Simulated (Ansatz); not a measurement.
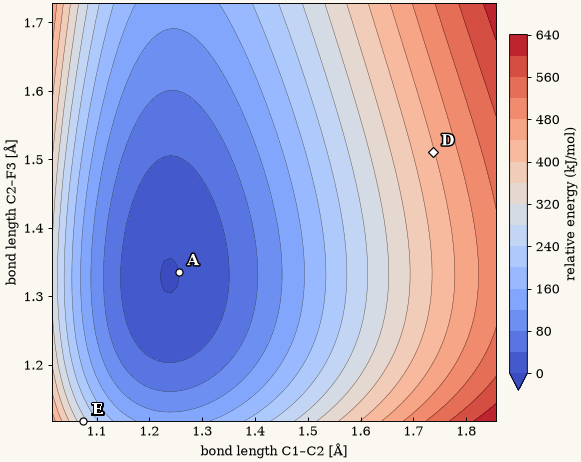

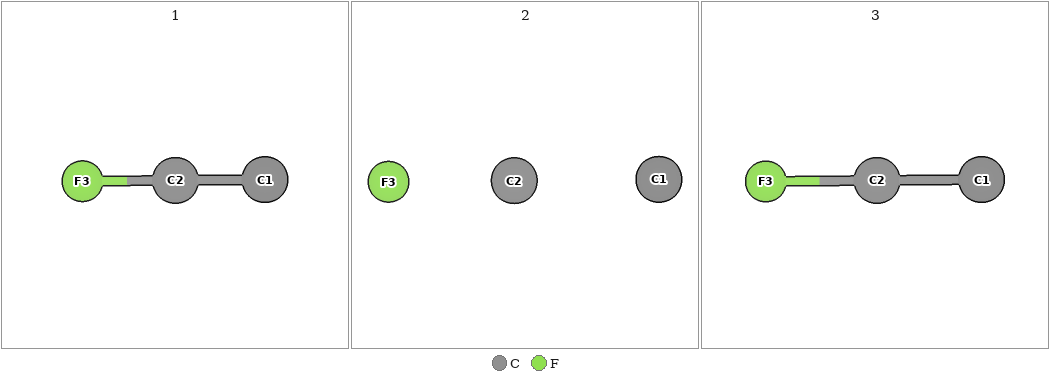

C2F, SMILES [C-]#CF, charge −1. Coordinates scanned: (1) bond length C1–C2; (2) bond length C2–F3. Nothing is relaxed (all other coordinates rigid). Grid: 15 × 15 points. Points are written as (first, second). Energies are in kJ/mol, from the lowest grid point. The reference is spin-restricted, which grows unreliable where a bond is stretched far. These are results of RKS PBE0-D4/def2-TZVPD in Ansatz 0.2.0, not measurements.

The picture shows filled contours, lettered points. Between grid points the surface is interpolated. The numbered pictures are the structures at these points, in random order.

Which structure belongs to which point?

Answer. A is structure 3: (1.256 Å, 1.335 Å), 0 kJ/mol; D is structure 2: (1.737 Å, 1.510 Å), 437 kJ/mol; E is structure 1: (1.075 Å, 1.117 Å), 294 kJ/mol.
